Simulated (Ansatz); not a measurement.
# Na3BrO (Pm-3m):V_O, thermodynamic levels from a 60-atom cell

Charge states of V_O in Na3BrO (Pm-3m), set against the band edges. Model: a cell of 60 host atoms with 1 O taken out.

Method: place-levels on PBEsol runs: charge-transition levels and formation energies with image-charge correction and potential alignment at the atomic sites, in Ansatz 0.2.0.

**1. The structure**

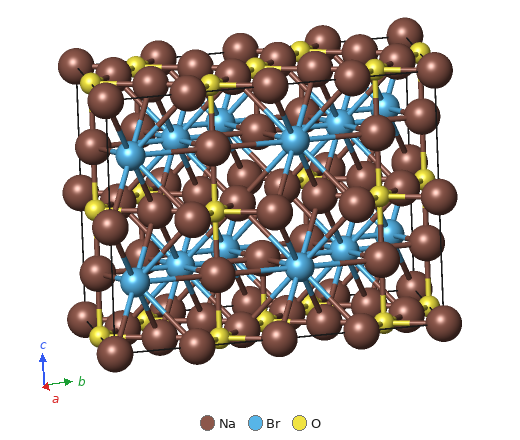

The starting structure, seen slightly off an axis (sodium brown, bromine blue, oxygen yellow). Some periodic images of atoms are drawn too.

The cell holds 59 atoms: 36 Na, 12 Br and 11 O. Cell: a = 10.156 Å, b = 12.847 Å, c = 9.084 Å, α = 90.0°, β = 90.0°, γ = 108.4°. It derives from Na3BrO (space group Pm-3m). Nearest the centre at fractional (0.667, 0.417, 0.750): Na18 at 2.27 Å, Na9 at 2.27 Å, Na50 at 2.27 Å, Na24 at 2.27 Å, Na20 at 2.27 Å, Na46 at 2.27 Å, Br39 at 3.93 Å, Br54 at 3.93 Å.

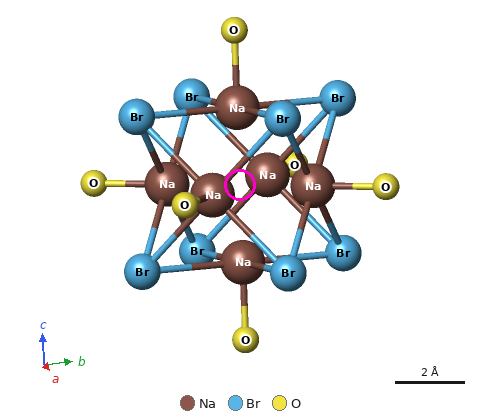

The atoms within 5 Å of the centre. A ring marks the centre wherever it is empty.

Known beforehand: the electronic dielectric constant, 3.26, and the static one, 9.40, from a response run on this crystal (DFPT, PBEsol) at that run's own cell.

The cell's shortest repeat is 9.1 Å.

**2. What was run first**

Levels follow from differences of total energies between charge states, each relaxed by itself.

Random displacements of about 0.05 Å break the site symmetry at the start, so that the relaxation can reach a distorted minimum if there is one. Forces are taken at one point at (¼, ¼, ¼). The cell holds 1 electron more than the neutral one, with a uniform background that keeps it neutral on the whole. The electron count is odd, so at least one spin is unpaired; this run locks the moment at 1 μB.

The sampling was tested on the host first: at the k-points planned (1x1x1 shifted 0.25 0.25 0.25) its energy lies 0.000 eV an atom from the dense-mesh value, under the bound of 0.02 eV set for this test; that bounds the host's error, not the defect's.

One of the inputs; charge, spin and start change from state to state.

qm1_M1.relax/input.yaml

```yaml
crystal:
  lattice:
    - [9.08406599, 4.54203299, 0.0]
    - [-9.08406599, 9.08406599, 0.0]
    - [0.0, 0.0, 9.08406599]
  atoms:
    - { symbol: Na, position: [0.16666667, 0.16666667, 0.25] }
    - { symbol: Na, position: [0.5, 0.0, 0.25] }
[... 6 atom lines left out ...]
    - { symbol: Na, position: [0.66666667, 0.41666667, 0.0] }
[... 1 atom line left out ...]
    - { symbol: Br, position: [0.33333333, 0.33333333, 0.0] }
    - { symbol: Br, position: [0.66666667, 0.16666667, 0.0] }
[... 2 atom lines left out ...]
    - { symbol: O, position: [0.66666667, 0.41666667, 0.25] }
[... 2 atom lines left out ...]
    - { symbol: Na, position: [0.83333333, 0.33333333, 0.75] }
[... 1 atom line left out ...]
    - { symbol: Na, position: [0.5, 0.25, 0.75] }
    - { symbol: Na, position: [0.83333333, 0.08333333, 0.75] }
[... 2 atom lines left out ...]
    - { symbol: Na, position: [0.66666667, 0.41666667, 0.5] }
[... 1 atom line left out ...]
    - { symbol: Br, position: [0.33333333, 0.33333333, 0.5] }
    - { symbol: Br, position: [0.66666667, 0.16666667, 0.5] }
    - { symbol: O, position: [0.0, 0.25, 0.75] }
    - { symbol: O, position: [0.33333333, 0.08333333, 0.75] }
[... 9 atom lines left out ...]
    - { symbol: Br, position: [0.0, 0.5, 0.0] }
[... 1 atom line left out ...]
    - { symbol: Br, position: [0.66666667, 0.66666667, 0.0] }
[... 4 atom lines left out ...]
    - { symbol: Na, position: [0.5, 0.5, 0.75] }
[... 3 atom lines left out ...]
    - { symbol: Na, position: [0.83333333, 0.58333333, 0.75] }
[... 3 atom lines left out ...]
    - { symbol: Br, position: [0.0, 0.5, 0.5] }
[... 1 atom line left out ...]
    - { symbol: Br, position: [0.66666667, 0.66666667, 0.5] }
    - { symbol: O, position: [0.0, 0.75, 0.75] }
    - { symbol: O, position: [0.33333333, 0.58333333, 0.75] }
    - { symbol: O, position: [0.66666667, 0.91666667, 0.75] }
  host:
    repeats: [1, 2, 2]
    atoms:
      - { symbol: Na, position: [0.16666667, 0.33333333, 0.5] }
      - { symbol: Na, position: [0.5, 0.0, 0.5] }
      # ... 13 more atoms of the perfect host
total_charge: -1
basis:
  ecutwfc: 420
  xc_grid: 2
hamiltonian:
  xc: pbesol
kpoints:
  mp_grid: { grid: [1, 1, 1], shift: [0.25, 0.25, 0.25] }
magnetization:
  spin_polarized: true
  initial_magnetization: 1
  spin_locking: { lock_magnetization: hard }
scf:
  occupations: { method: fixed }
  max_iter: 60
output:
  forces: true
  charged_corrections:
    epsilon: 3.26
    static_epsilon: 9.4
    defect_position: [0.666667, 0.416667, 0.75]
relax:
  f_tol: 0.02
  max_steps: 80
  random_displacement: { amplitude: 0.05, seed: 5752 }
checkpoint:
  write: "../qm1_M1.relax.run"
  compress: false
  write_wavefunctions: true
  write_every: 100000
```

The run is started by

```
$ ansatz run input.yaml --threads 4 --pin off --max-ram 14131MiB --backend cpu --events-out ev --progress --plain --runs-dir out
```

The relaxed structure is kept and the sampling changed to a 2×2×2 shifted mesh.

The run of this state that the levels use, under PBEsol:

qm1_M1.point/input.yaml

```yaml
crystal:
  checkpoint: "../qm1_M1.relax.run"
  host: checkpoint
total_charge: -1
basis:
  ecutwfc: 420
  xc_grid: 2
hamiltonian:
  xc: pbesol
kpoints:
  mp_grid: { grid: [2, 2, 2], shift: [0.5, 0.5, 0.5] }
magnetization:
  spin_polarized: true
  initial_magnetization: 1
  spin_locking: { lock_magnetization: hard }
scf:
  occupations: { method: fermi_dirac, width: 0.01 }
  max_iter: 60
output:
  forces: true
  eigenvalues: true
  charged_corrections:
    epsilon: 3.26
    static_epsilon: 9.4
    defect_position: [0.666667, 0.416667, 0.75]
  eigenstates: { localisation: true }
  populations: true
  efg: {}
checkpoint:
  read: "../qm1_M1.relax.run"
  write: "../qm1_M1.point.run"
  compress: false
  write_wavefunctions: false
  write_every: 100000
```

Relaxations under PBEsol at one point at (¼, ¼, ¼); times on 4 threads of Arm Neoverse V1, shared host:

```tsv
charge	moment (μB)	occupations	outcome	steps	largest displacement against the far atoms (Å)	time
−1	1	fixed	converged	4	0.10	2.3 min
0	0	fixed	converged	4	0.11	65 s
+1	1	fixed	converged	5	0.19	2.4 min
+2	0	fixed	converged	6	0.34	94 s
```

Single points under PBEsol at a 2×2×2 shifted mesh; times on 4 threads of Arm Neoverse V1, shared host:

```tsv
charge	moment (μB)	occupations	outcome	time
−1	1	fermi-dirac	converged	3.6 min
0	0	fermi-dirac	converged	92 s
+1	1	fermi-dirac	converged	3.7 min
+2	0	fermi-dirac	converged	96 s
```

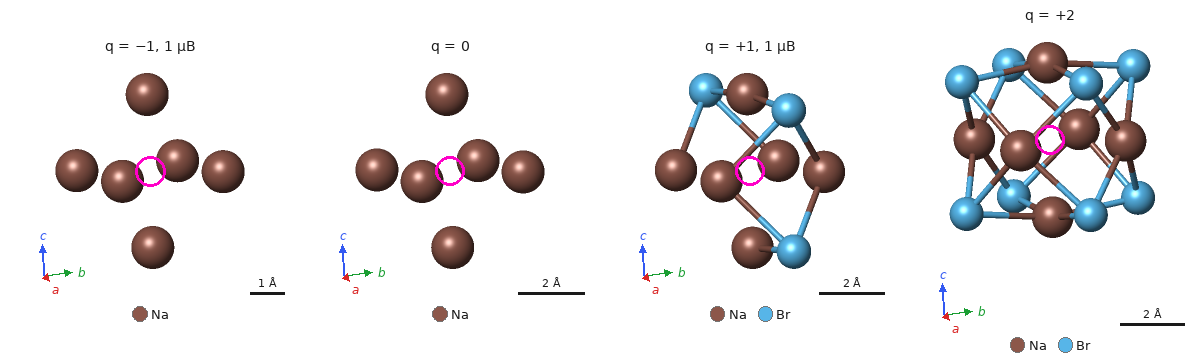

The structures near the centre after relaxation with PBEsol, by charge. A ring marks the centre wherever it is empty. Bonds to atoms that aren't drawn are left out.

Distances (Å) from the ideal centre to the nearest atoms after relaxation with PBEsol:

```tsv
charge	moment (μB)	1.	2.	3.	4.	5.	6.
−1	1	Na 2.33	Na 2.34	Na 2.36	Na 2.36	Na 2.37	Na 2.37
0	0	Na 2.34	Na 2.34	Na 2.36	Na 2.37	Na 2.37	Na 2.38
+1	1	Na 2.38	Na 2.39	Na 2.43	Na 2.43	Na 2.45	Na 2.45
+2	0	Na 2.44	Na 2.45	Na 2.52	Na 2.52	Na 2.56	Na 2.57
```

**3. Levels against the band edges, PBEsol**

A charged cell interacts with its images and the background, and its potential has another zero than the host's. place-levels removes the first by a point-charge model, screened by the static dielectric constant since the ions have relaxed around the charge, and the second by comparing potentials at atoms far from the defect.

The host is a run of the defect-free crystal in the same cutoffs, grids and k-points, so that basis and sampling errors cancel in part in the differences. Its band edges come from a run of the primitive cell that searches the zone for them. The host is run in a cell of 15 atoms on a matching mesh. Chemical potentials are energies per atom of O (O2 molecule), run with the same functional and cutoff.

levels.point.yaml

```yaml
host:
  run: host.point.run
  levels_from: { run: edges.point.run }
states: [qm1_M1.point.run, q0.point.run, qp1_M1.point.run, qp2.point.run]
geometry_from:
  qm1_M1.point.run: qm1_M1.relax.run
  q0.point.run: q0.relax.run
  qp1_M1.point.run: qp1_M1.relax.run
  qp2.point.run: qp2.relax.run
chemical_potentials:
  O:
    energy: -558.282649
    dataset: "<sha256 of the dataset>"
epsilon: 3.26
static_epsilon: 9.4
vertical:
  - { from: qm1_M1.point.run, to: qm1_M1.point_neutral.run }
  - { from: qp1_M1.point.run, to: qp1_M1.point_neutral.run }
  - { from: qp2.point.run, to: qp2.point_neutral.run }
```

The run is started by

```
$ ansatz place-levels levels.point.yaml -- --threads 4 --pin off --max-ram 14131MiB
```

Numbers of over 12 decimals in the logs are rounded to 6 here.

What it wrote:

```text
[... repeated set-up lines and file paths are left out, and long positions are rounded to six places ...]
(+2/+1) 0.581 eV above the valence edge, 1.357 eV under the conduction edge
(+1/0) 1.527 eV above the valence edge, 0.411 eV under the conduction edge
(0/-1) 1.982 eV above the valence edge (+2.932 eV without the band-filling correction), in the conduction band
formation energy of charge +2: +2.592 eV with the Fermi level at the valence edge
formation energy of charge +1: +3.173 eV with the Fermi level at the valence edge
formation energy of charge 0: +4.700 eV with the Fermi level at the valence edge
formation energy of charge -1: +6.682 eV with the Fermi level at the valence edge
vertical -1 to 0: no energy, since no alignment is typed
  the change from vertical[0].from (qm1_M1.point.run) to vertical[0].to (qm1_M1.point_neutral.run): by its potential at epsilon 3.26 it stands at 0.663 0.916 0.751, with an rms radius of about 7.1 Å (4.3 4.6 3.3 Å across the planes of the cell's vectors); [...]
vertical +1 to 0: no energy, since no alignment is typed
  the change from vertical[1].from (qp1_M1.point.run) to vertical[1].to (qp1_M1.point_neutral.run): by its potential at epsilon 3.26 it stands at 0.666 0.417 0.749, with an rms radius of about 3.4 Å (1.7 2.1 2.1 Å across the planes of the cell's vectors); [...]
vertical +2 to 0: no energy, since no alignment is typed
  the change from vertical[2].from (qp2.point.run) to vertical[2].to (qp2.point_neutral.run): by its potential at epsilon 3.26 it stands at 0.667 0.416 0.750, with an rms radius of about 3.8 Å (1.9 2.4 2.2 Å across the planes of the cell's vectors); [...]
  edges by pbesol of host.levels_from (edges.point.run), its mesh sampled to repeats of 27.25 Å (the valence edge +0.043 eV and the conduction edge -0.624 eV from those of the host's own run), gap 1.938 eV; the host is sampled to repeats of 27.25 Å
  the defect's cells are sampled to repeats of 27.25 Å, like sampling
  charge +2: -92197.7660 eV with its correction of +0.772 eV, at epsilon 9.4, aligned at sites: -0.0232 eV, mean over 45 atomic sites at or beyond 4.54 Å from the defect at [0.6667, 0.4167, 0.7500], with -0.026688 for the charge's moments and without [...]
  charge +1: -92193.6573 eV with its correction of +0.198 eV, at epsilon 9.4, aligned at sites: -0.0064 eV, mean over 45 atomic sites at or beyond 4.54 Å from the defect at [0.6667, 0.4167, 0.7500], with +0.000000 for the charge's moments and without [...]
  charge 0: +0.000 eV for its dipole among its images, +0.000 omitted
  charge -1: -92182.1435 eV with its correction of +0.156 eV, at epsilon 9.4, aligned at sites: +0.0483 eV, mean over 45 atomic sites at or beyond 4.54 Å from the defect at [0.6667, 0.4167, 0.7500], with +0.009782 for the charge's moments and without [...]
  of states[3] (qp2.point.run): it parts from the run at its places by a charge that spreads by about 2.2 Å along one vector (1.6 Å or more is wide), by its potential at epsilon 3.26, taken for that of held ions (one typed too small widens it), where the cell [...]
  of states[2] (qp1_M1.point.run): it parts from the run at its places by a charge that spreads by about 2.1 Å along one vector (1.6 Å or more is wide), by its potential at epsilon 3.26, taken for that of held ions (one typed too small widens it), where the [...]
  of states[1] (q0.point.run): its alignment with the host at atomic sites is doubtful: the mean over the far sites moves by -0.0672 eV from their farther parts to their nearer, more than 0.05 eV. [...]
  of states[0] (qm1_M1.point.run): it parts from the run at its places by a charge that spreads by about 4.3 Å along one vector (1.7 Å or more is wide), by its potential at epsilon 3.26, taken for that of held ions (one typed too small widens it), where the [...]
  of vertical[0].from (qm1_M1.point.run): its moments are held at its close (magnetization.spin_locking), by a field of 0.001 eV a Bohr magneton, and its energy and levels are of the state that this holds: a run that lets them go can end lower; [...]
  of vertical[1].from (qp1_M1.point.run): it parts from the run at its places by a charge that spreads by about 2.1 Å along one vector (1.6 Å or more is wide), by its potential at epsilon 3.26, taken for that of held ions (one typed too small widens it), [...]
  of vertical[2].from (qp2.point.run): it parts from the run at its places by a charge that spreads by about 2.2 Å along one vector (1.6 Å or more is wide), by its potential at epsilon 3.26, taken for that of held ions (one typed too small widens it), where [...]
```

Wall time 0.47 s (4 threads of Arm Neoverse V1, shared host).

Levels between the charges placed, in eV above the valence top:

```tsv
	gap (eV)	(+2/+1)	(+1/0)	(0/−1)
PBEsol	1.94	0.58	1.53	1.98
```

Corrections by state:

```tsv
charge	moment (μB)	image terms and alignment (eV)	band filling (eV)	ε used	over the lowest of its charge, as the program ranks them, band filling apart (eV)
+2	0.0	0.772	-	9.40	0.000
+1	1.0	0.198	-	9.40	0.000
0	0.0	0.000	-	-	0.000
−1	1.0	0.156	-0.950	9.40	0.000
```

The charged structures listed were also run neutral, and place-levels reads from each pair, by the potential or the spins, how wide the charge is by which they differ; that can be the carrier of either run.

```tsv
charge	rms radius (Å)	spread where it is widest against the cell (Å)	wide from (Å)	reading
+2	3.8	2.24	1.57	wide
+1	3.4	2.06	1.57	wide
−1	7.1	4.28	1.67	wide
```

The neutral runs of these pairs need not share the spin of the lowest neutral state, and very wide values only mean spread over the cell.

From the program's caveats on the states, each cut to its opening words:

- charge +2: it parts from the run at its places by a charge that spreads by about 2.2 Å along one vector (1.6 Å or more is wide), by its potential at epsilon 3.26, taken [...]
- charge +2: its alignment with the host at atomic sites is doubtful: the mean over the far sites moves by +0.1633 eV from their farther parts to their nearer, more than [...]
- charge +2: the far atoms show a dipole or second moment of the defect's charge, for which the correction takes or leaves out 0.053 eV: further moments aren't read, and [...]
- charge +1 (1 μB): it parts from the run at its places by a charge that spreads by about 2.1 Å along one vector (1.6 Å or more is wide), by its potential at epsilon 3.26, taken [...]
- charge +1 (1 μB): its alignment with the host at atomic sites is doubtful: the mean over the far sites moves by +0.0520 eV from their farther parts to their nearer, more than [...]
- charge 0: its alignment with the host at atomic sites is doubtful: the mean over the far sites moves by -0.0672 eV from their farther parts to their nearer, more than [...]
- charge −1 (1 μB): it parts from the run at its places by a charge that spreads by about 4.3 Å along one vector (1.7 Å or more is wide), by its potential at epsilon 3.26, taken [...]
- charge −1 (1 μB): a band-filling correction moves a carrier to the host's band edge, which changes its energy by -0.950 eV
- charge −1 (1 μB): its alignment with the host at atomic sites is doubtful: the mean over the far sites moves by -0.1302 eV from their farther parts to their nearer, more than [...]
- charge −1 (1 μB): its moments are held at its close (magnetization.spin_locking), by a field of 0.001 eV a Bohr magneton, and its energy and levels are of the state that this [...]

Chemical potentials of the elements' reference phases, run alike. Formation energy by charge state (elemental references; gap 1.94 eV):

```tsv
charge	at valence top (eV)	at conduction bottom (eV)	correction included (eV)
+2	2.59	6.47	0.77
+1	3.17	5.11	0.20
0	4.70	4.70	0.00
−1	6.68	4.74	-0.79
```

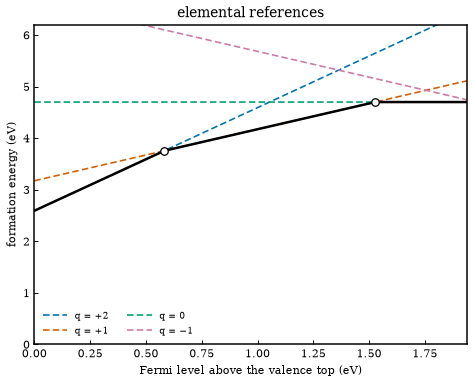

Formation energy against Fermi level; the thick line follows the lowest charge state and circles mark the transition levels.

**4. The same at the relaxations' own k-points**

The relaxations' own energies give the levels at their sampling, for comparison.

levels.relax_mesh.yaml

```yaml
host:
  run: host.relax.run
  levels_from: { run: edges.relax.run }
states: [qm1_M1.relax.run, q0.relax.run, qp1_M1.relax.run, qp2.relax.run]
chemical_potentials:
  O:
    energy: -558.282649
    dataset: "<sha256 of the dataset>"
```

The run is started by

```
$ ansatz place-levels levels.relax_mesh.yaml -- --threads 4 --pin off --max-ram 14131MiB
```

What it wrote:

```text
(+2/+1) 0.581 eV above the valence edge, 1.357 eV under the conduction edge
(+1/0) 1.567 eV above the valence edge, 0.371 eV under the conduction edge
[...]
formation energy of charge +2: +2.591 eV with the Fermi level at the valence edge
formation energy of charge +1: +3.172 eV with the Fermi level at the valence edge
formation energy of charge 0: +4.738 eV with the Fermi level at the valence edge
formation energy of charge -1: +6.720 eV with the Fermi level at the valence edge
  edges by pbesol of host.levels_from (edges.relax.run), its mesh sampled to repeats of 27.25 Å (the valence edge +0.060 eV and the conduction edge -0.841 eV from those of the host's own run), gap 1.938 eV; the host is sampled to repeats of 13.63 Å
[... the lines on each state left out ...]
```

Elapsed: 0.16 s, on 4 threads.

Levels between neighbouring charges, in eV above the valence top:

```tsv
	gap (eV)	(+2/+1)	(+1/0)	(0/−1)
one point at (¼, ¼, ¼)	1.94	0.58	1.57	1.98
a 2×2×2 shifted mesh	1.94	0.58	1.53	1.98
```

Going from one point at (¼, ¼, ¼) to a 2×2×2 shifted mesh moves the levels that carry no band-filling term by up to 0.04 eV and formation energies against the elements by up to 0.04 eV; band-filling terms, which differ between samplings, are in these energies.

**5. Summary of results**

```json
{
  "gap of the host": "1.94 eV (PBEsol)",
  "level (plus 2/plus 1)": "0.58 eV above the valence top",
  "level (plus 1/0)": "1.53 eV above the valence top",
  "level (0/minus 1)": "1.98 eV above the valence top, past the conduction bottom (2.93 eV above the valence top without the band-filling term)",
  "lowest of the charges placed, just above the valence top (0.02 eV)": "+2",
  "lowest of the charges placed, just below the conduction bottom (0.02 eV)": "0",
  "lowest formation energy at mid-gap of the charges run, elemental references": "4.14 eV"
}
```

**Reading.** Of the charges placed (−1, 0, +1 and +2), the lowest changes at 0.58 eV (+2/+1) and 1.53 eV (+1/0) above the valence top, in a gap of 1.94 eV. Charges above +2 were not placed, so these runs say nothing of levels that involve them. States placed: +2 at 0 μB; +1 at 1 μB; 0 at 0 μB; −1 at 1 μB. Other spin states or structures, where not listed, weren't placed. The program finds carriers beyond a band edge of the host and adds a band-filling term at charge −1 (-0.95 eV); steps to such a charge show no bound level, and a defect level inside a band would be read the same way. Going from one point at (¼, ¼, ¼) to a 2×2×2 shifted mesh moves the levels that carry no band-filling term by up to 0.04 eV and formation energies against the elements by up to 0.04 eV; band-filling terms, which differ between samplings, are in these energies. The program doubts the alignment of potentials for at least one state, a sign that the cell is small. Limits: PBEsol makes the gap too small and tends to spread out bound carriers; where a gas molecule sets a chemical potential or the host's formation energy, its binding is uncorrected.

[Logs are printed without paths, hosts, clocks, repeated set-up lines and the standing remarks that a program may print on its own settings, such as how far it seeks lower states.]

[Hosts, paths, dates, database ids (printed as entryN), source tags and the programs' standing remarks are cut or masked in the printed files.]

[Where a table of states has a column of steps, it counts the stored structures, which are thinned; the runs took as many ionic steps or more.]

[A defect's name tells the site on which it was built; relaxed atoms can leave that site.]

[For some hosts the program warned that the k-mesh of the response run may be too coarse for force constants and the static dielectric constant; such warnings are not shown here.]
